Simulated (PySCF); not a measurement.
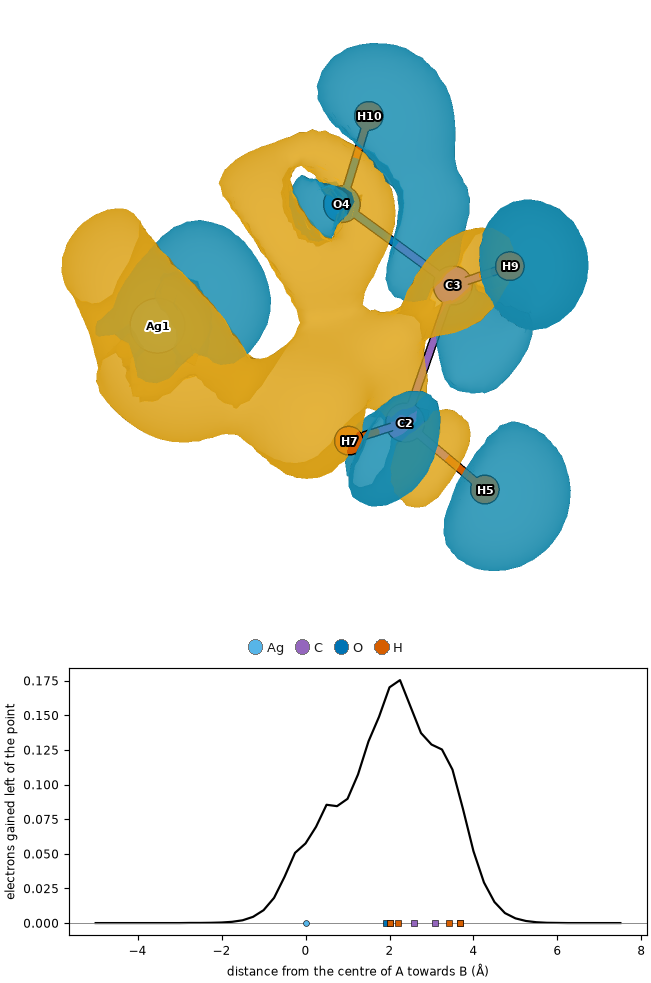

C2H6AgO, charge +1, SMILES `[Ag+].CCO`. Density of the complex less the densities of the two fragments at the same geometry, ±0.008 e/Å³ (yellow: gain, teal: loss). Fragment A: Ag(+1) (atom 1); fragment B: H6C2O. Below: the charge-displacement curve along the line of centres (A on the left).

Method: HF/def2-SVP; geometry: GFN2-xTB; program: PySCF. Core potentials replace the inner electrons of Ag; spin–orbit coupling isn't included. GFN2-xTB bond lengths at metals and heavier atoms can be off by up to 0.1 Å and shapes distorted, which carries into these values.

Input

```python
import numpy as np
from pyscf import gto, scf, dft
from pyscf.scf import atom_ks, atom_hf
from scipy.linalg import block_diag
from pyscf.dispersion import dftd3

def solve(mol, dm0=None, hcore=None):
    mf = scf.UHF(mol) if mol.spin else scf.RHF(mol)
    mf = mf.density_fit(auxbasis='def2-universal-jkfit')
    mf.conv_tol, mf.max_cycle = 1e-8, 80
    if hcore is not None:
        mf.get_hcore = lambda *args: hcore
    mf.kernel(dm0)
    if not mf.converged:
        mf = mf.newton().run(mf.mo_coeff, mf.mo_occ, max_cycle=30)
    assert mf.converged, 'SCF not converged'
    return mf

mol = gto.M(atom='''
Ag     0.91372     0.02911     0.00002
C     -1.61295     1.18825    -0.00068
C     -2.19185    -0.21477    -0.00014
O     -1.08304    -1.12895    -0.00036
H     -2.40454     1.93465    -0.00003
H     -1.01616     1.34352    -0.91529
H     -1.01451     1.34342     0.91733
H     -2.80022    -0.38201    -0.89298
H     -2.79862    -0.38210     0.89804
H     -1.41746    -2.03484    -0.00040
''', basis='def2-svp', ecp={'Ag': 'def2-svp'}, charge=1, spin=0, verbose=4)
mol_a = gto.M(atom='''
Ag     0.91372     0.02911     0.00002
ghost-C     -1.61295     1.18825    -0.00068
ghost-C     -2.19185    -0.21477    -0.00014
ghost-O     -1.08304    -1.12895    -0.00036
ghost-H     -2.40454     1.93465    -0.00003
ghost-H     -1.01616     1.34352    -0.91529
ghost-H     -1.01451     1.34342     0.91733
ghost-H     -2.80022    -0.38201    -0.89298
ghost-H     -2.79862    -0.38210     0.89804
ghost-H     -1.41746    -2.03484    -0.00040
''', basis='def2-svp', ecp={'Ag': 'def2-svp'}, charge=1, spin=0, verbose=4)
mol_b = gto.M(atom='''
ghost-Ag     0.91372     0.02911     0.00002
C     -1.61295     1.18825    -0.00068
C     -2.19185    -0.21477    -0.00014
O     -1.08304    -1.12895    -0.00036
H     -2.40454     1.93465    -0.00003
H     -1.01616     1.34352    -0.91529
H     -1.01451     1.34342     0.91733
H     -2.80022    -0.38201    -0.89298
H     -2.79862    -0.38210     0.89804
H     -1.41746    -2.03484    -0.00040
''', basis='def2-svp', charge=0, spin=0, verbose=4)
ab, a, b = solve(mol), solve(mol_a), solve(mol_b)
e_int = ab.e_tot - a.e_tot - b.e_tot
print('counterpoise-corrected interaction energy / kcal/mol', e_int * 627.5095)
def disp(atoms, charge):
    m = gto.M(atom=atoms, charge=charge, basis='sto-3g', spin=None, unit='Bohr', verbose=0)
    return dftd3.DFTD3Dispersion(m, xc='hf', version='d3bj').get_dispersion()['energy']
e_disp = disp(mol._atom, mol.charge) - disp(mol._atom[:1], mol_a.charge) - disp(mol._atom[1:], mol_b.charge)
print('D3(BJ) part / kcal/mol', e_disp * 627.5095)
# spherically averaged free atoms, for the promolecule
atm = scf.atom_hf.get_atm_nrhf(mol)
pro = block_diag(*[(atm[a[0]][2] * atm[a[0]][3]) @ atm[a[0]][2].T for a in mol._atom])
np.savez('result.npz', e_int=e_int, e_disp=e_disp, dm_a=a.make_rdm1(), dm_b=b.make_rdm1(), c=ab.mo_coeff, occ=ab.mo_occ, eps=ab.mo_energy, pro=pro, d=[f.dip_moment(verbose=0) for f in (ab, a, b)])
```

Run with:

```sh
OMP_NUM_THREADS=1 python input.py
```

The run took 7 s on 1 thread of Intel(R) Xeon(R) Processor @ 2.50GHz (Skylake/Cascade Lake), on a shared host, peak memory 0.22 GiB.

Partitions, critical points and surface values were worked out afterwards from this run's density.

Which way does charge flow?

Answer. Hirshfeld charges show 0.090 e passing from B to A. By Hirshfeld charges, electrons gather most on Ag1 (−0.090 e) and leave H5 most (+0.041 e); 0.33 e is displaced in all.

What is the interaction energy, and which contacts carry it?

Answer. The counterpoise-corrected interaction energy of the frozen fragments is −26.7 kcal/mol without dispersion correction and −38.9 kcal/mol with D3(BJ). D3 uses neutral-atom coefficients and tends to overbind metal cations. The pair geometry is semi-empirical, not a minimum at this level. Contacts: Ag1···O4, 2.31 Å, ρ = 0.048 a.u.; Ag1···C2, 2.78 Å, ρ = 0.019 a.u., a bond path close to vanishing (ellipticity 5.8). The pose is a local one from a semi-empirical search, not shown to be the most stable.
